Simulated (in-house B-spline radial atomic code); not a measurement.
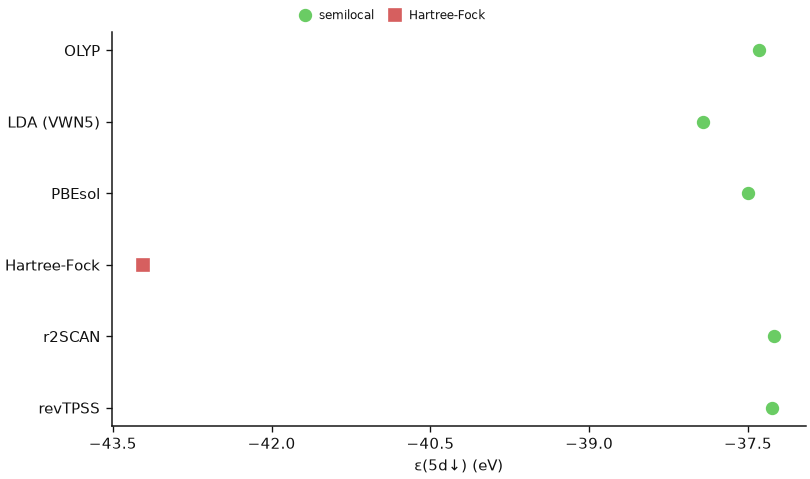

Pt³⁺ (Z = 78, 75 electrons) in the configuration [Xe] 4f14 5d7 (high spin). All runs are scalar-relativistic, spin-polarised and spherical, computed with an in-house B-spline radial code (spin-free X2C). Hartree-Fock is the average over the configuration. The plot shows the eigenvalue (eV) of the 5d down orbital by 6 methods.

Q: How much do the methods differ, and in which order?

A: The deepest is Hartree-Fock (−43.2) and the shallowest r2SCAN (−37.3), a spread of 5.96 eV. In order (eV): Hartree-Fock (−43.2), LDA (VWN5) (−37.9), PBEsol (−37.5), OLYP (−37.4), revTPSS (−37.3), r2SCAN (−37.3). On the whole, exact exchange removes self-interaction and deepens occupied levels.
